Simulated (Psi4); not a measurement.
**C2HO (SMILES C#C[O]): UBLYP/cc-pVTZ**

What is the vertical doublet–quartet gap of C2HO at UBLYP/cc-pVTZ? 

The calculation is run with Psi4 1.11.

## 1. The system as given

The species is C2HO (4 atoms), meant as a doublet with charge 0. SMILES: `C#C[O]`. Geometry: relaxed at PBE0-D4/def2-TZVP.

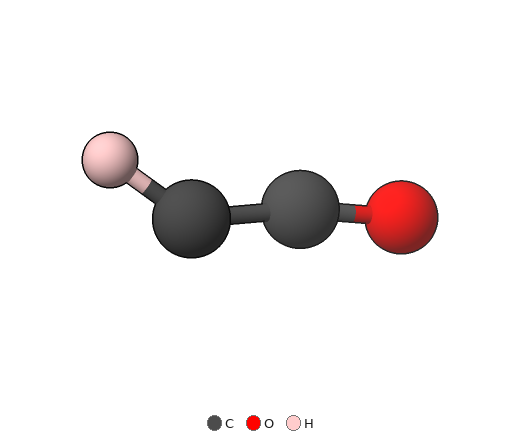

Viewed from a chosen angle; carbon dark grey, oxygen red, hydrogen pink.

## 2. A single-point energy at UBLYP/cc-pVTZ

The input, c2ho.json:

```json
{
 "schema_name": "qcschema_input",
 "schema_version": 1,
 "molecule": {
  "schema_name": "qcschema_molecule",
  "schema_version": 2,
  "symbols": ["C", "C", "O", "H"],
  "geometry": [-1.06297095, 0.41082646, -0.78952757, 0.64685325, -0.74946538, 0.49586414, 2.01973928, -2.09098196, 1.58132282, -1.49874179, 2.31585937, -1.32583185],
  "molecular_charge": 0,
  "molecular_multiplicity": 2,
  "fix_symmetry": "c1"
 },
 "driver": "energy",
 "model": {
  "method": "blyp",
  "basis": "cc-pVTZ"
 },
 "keywords": {
  "reference": "uks",
  "puream": true,
  "e_convergence": 1e-09,
  "d_convergence": 1e-08,
  "scf_type": "pk",
  "dft_radial_points": 99,
  "dft_spherical_points": 590,
  "maxiter": 200,
  "scf_properties": ["LOWDIN_CHARGES", "MULLIKEN_CHARGES", "QUADRUPOLE"]
 }
}
```

Started as:

```console
$ psi4 --qcschema c2ho.json -n 1 --memory 1600MB
```

stdout:

```text
[...]
  Running in c1 symmetry.
[...]
  Nuclear repulsion =   52.604309614019783
[...]
  Multiplicity = 2
[...]
  Nalpha       = 11
  Nbeta        = 10
[...]
    Number of basis functions: 104
[...]
   @UKS iter   1:  -151.74586767725003   -2.35171e-01   6.49795e-03 ADIIS/DIIS
[...]
   @UKS iter  13:  -151.95935708835452   -1.02318e-12   4.11054e-09 DIIS
[...]
   @S^2 Observed:                7.538546210E-01
[...]
    Orbital Energies [Eh]
    ---------------------
    Alpha Occupied:
       1A    -18.852981     2A    -10.024425     3A     -9.957862
       4A     -1.033569     5A     -0.714220     6A     -0.493975
       7A     -0.454573     8A     -0.424814     9A     -0.403349
      10A     -0.252789    11A     -0.234674
    Alpha Virtual:
      12A     -0.020877    13A      0.004066    14A      0.034279
      15A      0.103807    16A      0.187756    17A      0.234124
      18A      0.255901    19A      0.287129    20A      0.309706
      21A      0.318227    22A      0.382845    23A      0.442308
      24A      0.470784    25A      0.492773    26A      0.530431
[...]
  @UKS Final Energy:  -151.95935708835452
   => Energetics <=
    Nuclear Repulsion Energy =             52.6043096140197832
    One-Electron Energy =                -309.6252674688621482
    Two-Electron Energy =                 124.7435806227842363
    DFT Exchange-Correlation Energy =     -19.6819798562963726
    Empirical Dispersion Energy =           0.0000000000000000
    VV10 Nonlocal Energy =                  0.0000000000000000
    Total Energy =                       -151.9593570883545226
[...]
 Multipole Moments:
 ------------------------------------------------------------------------------------
     Multipole            Electronic (a.u.)      Nuclear  (a.u.)        Total (a.u.)
 ------------------------------------------------------------------------------------
 L = 1.  Multiply by 2.5417464519 to convert [e a0] to [Debye]
 Dipole X            :          0.9736864           -1.0521430           -0.0784567
 Dipole Y            :         -0.9911393            1.5713089            0.5801696
 Dipole Z            :          0.7748227           -0.9021909           -0.1273682
 Magnitude           :                                                    0.5991451
 L = 2.  Multiply by 1.3450342976 to convert [e a0^2] to [Debye ang]
 Quadrupole XX       :        -50.7452832           37.1795983          -13.5656850
 Quadrupole XY       :         32.6988741          -33.3407608           -0.6418866
[...]
  Mulliken Charges: (a.u.)
   Center  Symbol    Alpha    Beta     Spin     Total
       1     C     3.48749  2.79954  0.68796 -0.28703
       2     C     2.91483  2.86525  0.04958  0.21992
       3     O     4.19216  3.91499  0.27717 -0.10715
       4     H     0.40552  0.42022 -0.01470  0.17426
   Total alpha = 11.00000, Total beta = 10.00000, Total charge =  0.00000
  Lowdin Charges: (a.u.)
   Center  Symbol    Alpha    Beta     Spin     Total
       1     C     3.25171  2.69382  0.55789  0.05447
       2     C     3.24874  3.07302  0.17572 -0.32176
[...]
```

The result, in JSON:

```text
{
 "driver": "energy",
 "model": {
  "method": "blyp",
  "basis": "cc-pVTZ"
 },
 "success": true,
 "return_result": -151.95935708835452,
 "properties": {
  "calcinfo_nbasis": 104,
  "calcinfo_nmo": 104,
  "calcinfo_nalpha": 11,
  "calcinfo_nbeta": 10,
  "calcinfo_natom": 4,
  "nuclear_repulsion_energy": 52.60430961401978,
  "return_energy": -151.95935708835452,
  "scf_one_electron_energy": -309.62526746886215,
  "scf_two_electron_energy": 124.74358062278424,
  "scf_xc_energy": -19.681979856296373,
  "scf_dipole_moment": [-0.07845667327257355, 0.5801695613692752, -0.12736820670040994],
  "scf_total_energy": -151.95935708835452,
  "scf_iterations": 13
 }
}
```

Wall time 17 s (1 thread of Intel Xeon Platinum 8488C (Sapphire Rapids), shared host); peak memory 0.66 GiB.

## 3. The quartet: energy and gradient at UBLYP/cc-pVTZ

The input, c2ho_ase.py:

```python
import numpy as np
from ase.calculators.psi4 import Psi4
from ase import Atoms

atoms = Atoms(['C', 'C', 'O', 'H'], positions=[
    [-0.562500, 0.217400, -0.417800],
    [0.342300, -0.396600, 0.262400],
    [1.068800, -1.106500, 0.836800],
    [-0.793100, 1.225500, -0.701600],
])
calc = Psi4(atoms=atoms, method='blyp', basis='cc-pVTZ', memory='1600MB', num_threads=1, charge=0, multiplicity=4, label='psi4-calc', reference='uks')
calc.psi4.set_options({'puream': True, 'e_convergence': 1e-09, 'd_convergence': 1e-08, 'scf_type': 'pk', 'dft_radial_points': 99, 'dft_spherical_points': 590, 'maxiter': 200})
atoms.calc = calc

forces = atoms.get_forces()
print(f'energy: {atoms.get_potential_energy():.6f} eV')
print('forces / eV A^-1')
print(np.round(forces, 5))
```

Started as:

```console
$ python c2ho_ase.py
```

psi4-calc.dat:

```text
[...]
  Running in c1 symmetry.
[...]
  Nuclear repulsion =   52.604309608544852
[...]
  Multiplicity = 4
[...]
  Nalpha       = 12
  Nbeta        = 9
[...]
    Number of basis functions: 104
[...]
   @UKS iter   1:  -151.59411043315129   -8.34139e-02   6.09347e-03 DIIS/ADIIS
[...]
   @UKS iter  13:  -151.78532261098457   -5.00222e-12   4.24719e-09 DIIS
[...]
   @S^2 Observed:                3.755774716E+00
[...]
    Orbital Energies [Eh]
    ---------------------
    Alpha Occupied:
       1A    -18.852037     2A    -10.006407     3A     -9.976178
       4A     -1.028609     5A     -0.740936     6A     -0.506675
       7A     -0.456702     8A     -0.421429     9A     -0.418916
      10A     -0.290433    11A     -0.274080    12A     -0.050691
    Alpha Virtual:
      13A      0.001010    14A      0.024614    15A      0.097783
      16A      0.179143    17A      0.226284    18A      0.230971
      19A      0.275746    20A      0.304658    21A      0.314705
      22A      0.368493    23A      0.425219    24A      0.470867
      25A      0.473649    26A      0.517140    27A      0.597586
[...]
  @UKS Final Energy:  -151.78532261098457
   => Energetics <=
    Nuclear Repulsion Energy =             52.6043096085448525
    One-Electron Energy =                -309.4180572622875616
    Two-Electron Energy =                 124.7662180429420005
    DFT Exchange-Correlation Energy =     -19.7377930001838422
    Empirical Dispersion Energy =           0.0000000000000000
    VV10 Nonlocal Energy =                  0.0000000000000000
    Total Energy =                       -151.7853226109845650
[...]
 Multipole Moments:
 ------------------------------------------------------------------------------------
     Multipole            Electronic (a.u.)      Nuclear  (a.u.)        Total (a.u.)
 ------------------------------------------------------------------------------------
 L = 1.  Multiply by 2.5417464519 to convert [e a0] to [Debye]
 Dipole X            :          0.7600299           -1.0521430           -0.2921132
 Dipole Y            :         -1.2832224            1.5713089            0.2880865
 Dipole Z            :          0.6708974           -0.9021909           -0.2312935
 Magnitude           :                                                    0.4709784
[...]
  -Total Gradient:
     Atom            X                  Y                   Z
    ------   -----------------  -----------------  -----------------
       1        0.090221333897    -0.001263148410     0.060048720509
       2       -0.028349274038    -0.030881207946    -0.014806961871
       3       -0.061134770650     0.071408648301    -0.049846580356
       4       -0.000736840452    -0.039263486362     0.004605013399
[...]
```

On the terminal:

```text
energy: -4130.289006 eV
forces / eV A^-1
[[-4.63937  0.06495 -3.08783]
 [ 1.45778  1.58798  0.7614 ]
 [ 3.14368 -3.67198  2.56321]
 [ 0.03789  2.01901 -0.2368 ]]
```

Run time: 25 s. Hardware: 1 thread of Intel Xeon Platinum 8488C (Sapphire Rapids), shared host; peak memory 0.68 GiB.

## 4. Results

Level: UBLYP/cc-pVTZ.

| quantity | value |
| --- | --- |
| doublet: total energy | -151.95936 Eh |
| doublet: dipole moment | 1.52 D |
| doublet: HOMO energy (highest over α and β) | -6.08 eV |
| doublet: LUMO energy (lowest over α and β) | -5.43 eV |
| doublet: ⟨S²⟩ | 0.754 |
| quartet: total energy | -151.78532 Eh |
| quartet: dipole moment | 1.20 D |
| quartet: HOMO energy (highest over α and β) | -1.38 eV |
| quartet: ⟨S²⟩ | 3.756 |
| quartet: largest force on an atom | 5.573 eV/Å |
| vertical energy of the quartet above the doublet | 4.736 eV |

In words: At this shape the quartet lies 4.74 eV (457 kJ/mol) above the doublet.
